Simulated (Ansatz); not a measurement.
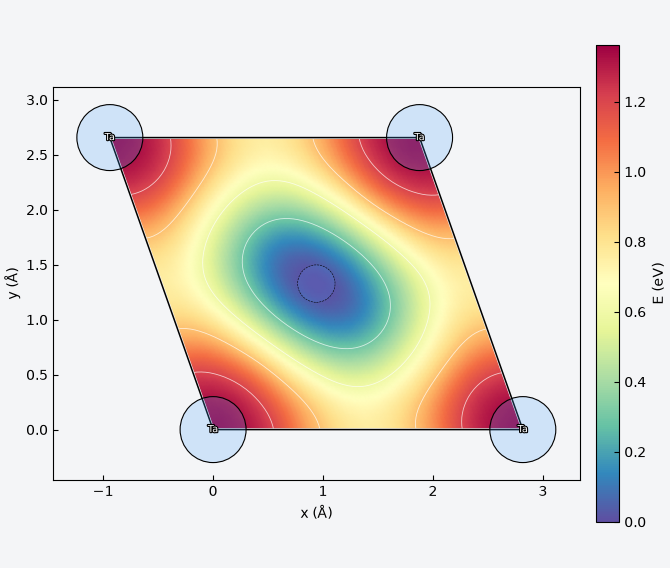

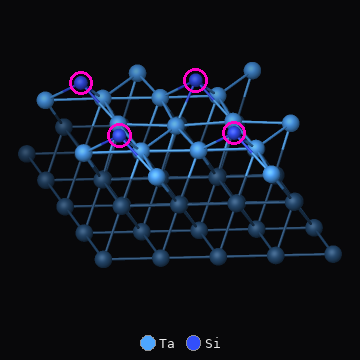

Energy landscape of Si on a Ta(110) slab cut from the Im-3m phase, its upper half relaxed before the scan (12 atoms of substrate and one adsorbate in a 2 × 2 cell). Si is moved over the surface cell; relaxed at each place: the height of the adsorbate's atoms and the top layer of the substrate; the origin of the map has the adsorbate above Ta9. Places are given modulo a cell vector. The map is drawn in real space over the plane of the surface. The grid has 6 × 6 points; 13 points were computed and 23 follow by symmetry. Places are given in fractions of the 1 × 1 surface cell. All energies are given in eV relative to the lowest grid point. These are results of Ansatz 0.2.0, DFT LDA, scalar-relativistic, plane waves, PAW, not measurements. Settings: cutoff 420 eV, k-mesh 5×5×1, gaussian smearing 0.1 eV, no spin polarisation.

In the figure: a smooth colour map with a few white contour lines, labelled circles for the atoms of the top layer and small ones for the second layer, the outline of one cell of the plane. Between grid points the surface is interpolated. The second picture is the structure at the lowest point; rings mark the moved atoms.

> Summarise what can be read from the map.

The lowest grid point is at a bridge site between two Ta atoms, over a second-layer Ta atom, (3/6, 3/6) of the cell vectors. No other kind of well shows on this grid. The highest grid point, the top site over a surface Ta atom, (0/6, 0/6) of the cell vectors, lies 1.36 eV above the lowest. On the interpolated surface the easiest way out of the lowest well to its copy in the next cell or period passes a barrier of about 0.76 eV. At the lowest point the adsorbate has 2 Ta at 2.48 Å as nearest neighbours, at the highest 1 Ta at 2.39 Å. Its relaxed height above the top atom is 1.76 Å at the lowest and 2.30 Å at the highest point.

Grid values (eV):

| second ↓, first → | 0/6 | 1/6 | 2/6 | 3/6 | 4/6 | 5/6 |
| --- | --- | --- | --- | --- | --- | --- |
| 5/6 | 1.25 | 1.05 | 0.69 | 0.56 | 0.78 | 1.14 |
| 4/6 | 0.92 | 0.69 | 0.32 | 0.18 | 0.40 | 0.78 |
| 3/6 | 0.76 | 0.56 | 0.18 | 0.00 | 0.18 | 0.56 |
| 2/6 | 0.92 | 0.78 | 0.40 | 0.18 | 0.32 | 0.69 |
| 1/6 | 1.25 | 1.14 | 0.78 | 0.56 | 0.69 | 1.05 |
| 0/6 | 1.36 | 1.25 | 0.92 | 0.76 | 0.92 | 1.25 |

Each point was launched as `ansatz run input.yaml --threads 4 --pin off --max-ram 12288MiB --backend cpu --events-out ev --progress --plain --runs-dir out`. The whole map (13 points run) took 42 min on 4 threads of Arm Neoverse N1, with other jobs on the host.

PAW datasets: the set soft_1.
